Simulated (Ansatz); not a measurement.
CHO2 (charge −1)

Input file:

```
crystal:
  periodic: [false, false, false]
  atoms:
    - { symbol: O, position_ang: [-0.01355, 0.34003, 1.27079] }
    - { symbol: C, position_ang: [0.65063, -0.37042, 0.47945] }
    - { symbol: O, position_ang: [0.06508, -0.28223, -0.89767] }
    - { symbol: H, position_ang: [0.60321, -0.84257, -1.48159] }
total_charge: -1
basis:
  gaussian: { orbitals: def2-mTZVP }
hamiltonian:
  xc: revpbe
  dispersion: d4
relax:
  f_tol: 0.015
  max_steps: 40
output:
  orbitals: {}
```

Run with:

```sh
ansatz run input.yaml --threads 1 --pin off --max-ram 2048MiB --backend cpu --events-out ev --progress --plain --runs-dir out
```

The fields are those of the run's last geometry, not of the input's.

The highest occupied orbital lies above zero, a sign that basis and functional describe the outermost electron poorly.

Computed with RKS revPBE-D4/def2-mTZVP (Ansatz).

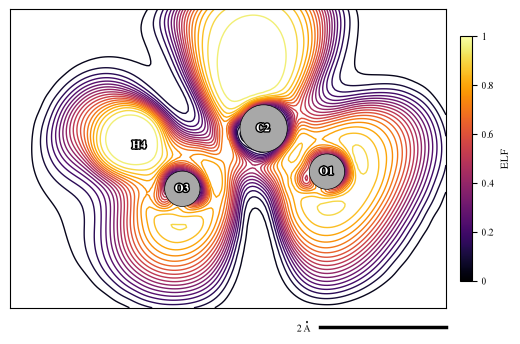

Figure 1. Electron localisation function on the molecular plane. Grey discs cover the atomic cores.

Describe what can be read from this map.

Answer. The section cuts through O, C and H sites. C–O (1.22 Å): the ELF peaks at about 0.85 between the atoms (a short, multiple covalent bond). O–H (0.98 Å): the ELF climbs to about 1 towards the hydrogen, as it does in any bond to H (an ordinary covalent bond to hydrogen). The ELF also peaks beside O3, O1 and C2, away from the bonds: lone-pair regions.

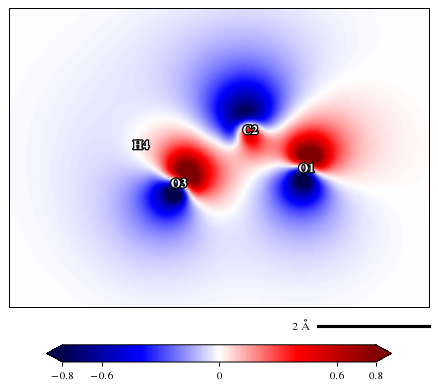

Figure 2. The HOMO on the molecular plane (values in Å⁻³ᐟ²; the overall sign is arbitrary).

Describe this orbital and give its energy.

Answer. It lies mainly on C2 (about 45 %), O3 (about 25 %) and O1 (about 25 %); it is symmetric in the molecular plane (an in-plane orbital: σ, lone-pair or in-plane π type). Its energy is 1.96 eV.
